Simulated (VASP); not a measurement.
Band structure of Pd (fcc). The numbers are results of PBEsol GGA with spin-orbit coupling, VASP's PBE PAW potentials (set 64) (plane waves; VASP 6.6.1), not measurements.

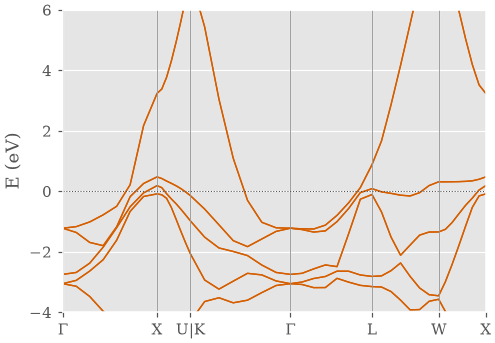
Figure: Bands along high-symmetry lines, zero at the valence-band maximum or, without a gap, the Fermi level

Q: Read the plot: is there a gap, and where are the band edges?

A: It has no gap at this level: it comes out as a metal or semimetal.

The compound is Pd in the fcc structure. It was relaxed first.
